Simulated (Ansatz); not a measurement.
**Al$_{2}$TlGa$_{2}$B$_{5}$Sb$_{10}$: density, localisation and related maps**

```yaml
crystal:
  lattice:
    - [-2.87322, -2.87926, 5.71709]
    - [2.93932, 2.93884, 5.78059]
    - [-5.76025, 8.70619, 2.88621]
  atoms:
    - { symbol: B, position: [0.99685, 0.40441, 0.20677] }
    - { symbol: B, position: [0.50355, 0.67980, 0.61585] }
    - { symbol: B, position: [0.99783, 0.21298, 0.57369] }
    - { symbol: B, position: [0.49837, 0.30018, 0.39867] }
    - { symbol: B, position: [0.50218, 0.50170, 0.01070] }
    - { symbol: Al, position: [0.00153, 0.01076, 0.98257] }
    - { symbol: Al, position: [0.49989, 0.11259, 0.77644] }
    - { symbol: Ga, position: [0.99523, 0.80178, 0.40613] }
    - { symbol: Ga, position: [0.00348, 0.59435, 0.80576] }
    - { symbol: Sb, position: [0.86111, 0.20553, 0.39119] }
    - { symbol: Sb, position: [0.35552, 0.32486, 0.20248] }
    - { symbol: Sb, position: [0.90587, 0.74574, 0.19471] }
    - { symbol: Sb, position: [0.85734, 0.38355, 0.02654] }
    - { symbol: Sb, position: [0.89082, 0.00273, 0.75760] }
    - { symbol: Sb, position: [0.36233, 0.06896, 0.56897] }
    - { symbol: Sb, position: [0.85612, 0.54973, 0.60317] }
    - { symbol: Sb, position: [0.38373, 0.61414, 0.44829] }
    - { symbol: Sb, position: [0.39502, 0.85116, 0.98726] }
    - { symbol: Sb, position: [0.40116, 0.48403, 0.81515] }
    - { symbol: Tl, position: [0.48896, 0.89886, 0.22149] }
```

Space group P1; a generated structure, not necessarily the stable one.

Computed with Ansatz, DFT PBE, scalar-relativistic, plane waves, PAW.

In a PAW calculation such maps are meaningful between the atoms, not at the nuclei.

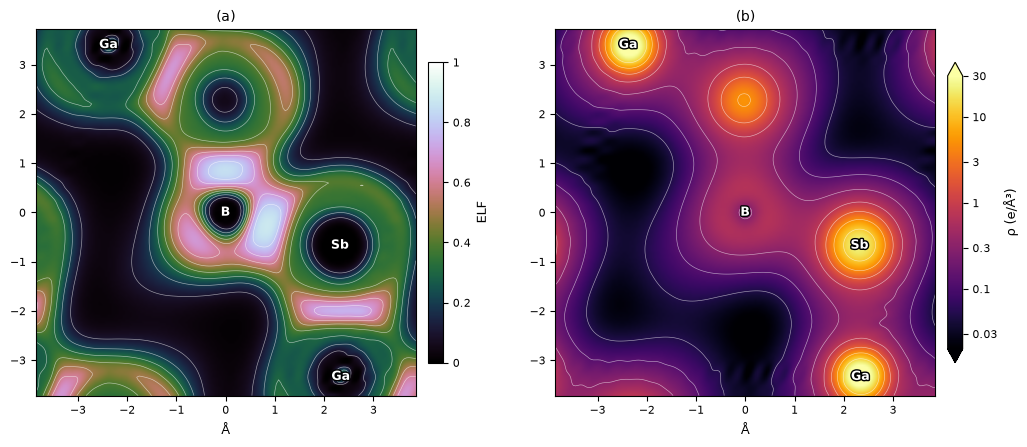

Figure 1. (a) electron localisation function; (b) valence pseudo-density on the (001) plane of the conventional cell.

Question: What do the fields say about this system?

Answer: The section cuts through B, Ga and Sb sites. Atoms just off the plane (Sb, 0.5 Å away) can leave unmarked features too. B–Sb (2.41 Å): ρ is about 0.51 e/Å³ halfway; the ELF peaks at about 0.90 in the valence shell of B, 0.9 Å from its nucleus, and is about 0.70 at the midpoint. Between the atoms the lowest density in this plane is 0.02 e/Å³.

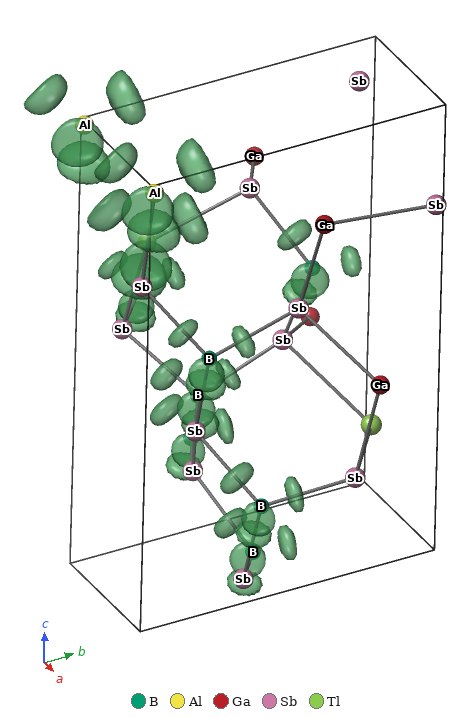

Figure 2. Isosurface of the ELF at 0.8 (green), seen slightly off an axis. Only the valence region is drawn (cores and ρ < 0.01 e/Å³ removed). Sticks mark near contacts.

Question: What do the ELF domains correspond to?

Answer: The ELF exceeds this value in eight regions between bonded Al–Sb atoms (shared pairs) and 20 lobes of the valence shell of B pointing towards Sb (polar bonds), counted in one cell of 20 atoms. Regions shared between cells count once. Along the contacts the grid gives the following. B–Sb (2.27 Å): the ELF peaks at about 0.85 in the valence shell of B, 0.8 Å from its nucleus, and is about 0.65 at the midpoint. Al–Sb (2.60 Å): the ELF is about 0.85 at the midpoint.
